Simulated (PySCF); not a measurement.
```yaml
atoms:
  - { symbol: C, position_ang: [3.3755, 0.8131, 0.9441] }
  - { symbol: C, position_ang: [2.4725, 1.1922, 0.2458] }
  - { symbol: Si, position_ang: [1.0622, 1.7296, -0.8288] }
  - { symbol: Si, position_ang: [-0.1681, -0.0936, -1.5424] }
  - { symbol: C, position_ang: [-1.0475, -1.0026, -0.1085] }
  - { symbol: C, position_ang: [-0.0247, -1.5537, 0.8853] }
  - { symbol: Si, position_ang: [-2.3618, 0.0472, 0.7833] }
  - { symbol: H, position_ang: [4.1704, 0.4904, 1.5541] }
  - { symbol: H, position_ang: [0.3115, 2.7037, -0.0203] }
  - { symbol: H, position_ang: [1.6861, 2.4761, -1.9325] }
  - { symbol: H, position_ang: [0.6779, -1.0878, -2.2293] }
  - { symbol: H, position_ang: [-1.2006, 0.2904, -2.5200] }
  - { symbol: H, position_ang: [-1.5705, -1.8569, -0.5541] }
  - { symbol: H, position_ang: [0.5190, -0.7463, 1.3742] }
  - { symbol: H, position_ang: [0.7054, -2.1893, 0.3841] }
  - { symbol: H, position_ang: [-0.5095, -2.1487, 1.6591] }
  - { symbol: H, position_ang: [-3.3476, 0.5310, -0.1858] }
  - { symbol: H, position_ang: [-1.7169, 1.1843, 1.4455] }
  - { symbol: H, position_ang: [-3.0430, -0.7699, 1.7924] }
```

Geometry: GFN2-xTB.

These are results of CAM-B3LYP/def2-SVPD, SCF density, gas phase (PySCF), not measurements.

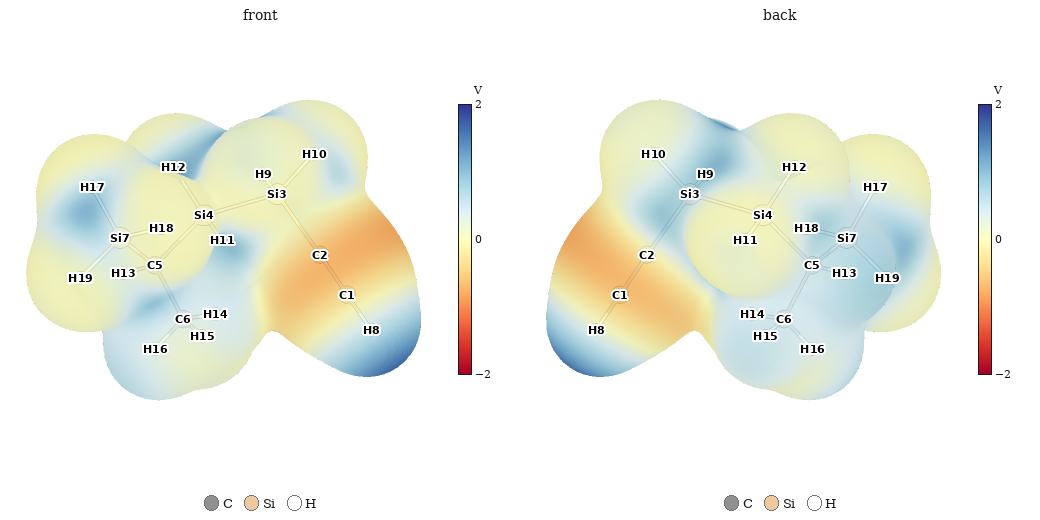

C4H12Si3. The electrostatic potential painted on the density surface at 0.002 e/bohr³, seen from the front and from behind; the colour scale runs from red (negative) to blue (positive).

**Where is the surface potential most negative and most positive?**

The most negative region (about −0.8 V, or −18 kcal/mol for a unit charge) lies over C1 and C2, the most positive (about +1.6 V, or +37 kcal/mol for a unit charge) over H8.

**What dipole moment does the calculation give?**

Its dipole moment is 0.97 D.
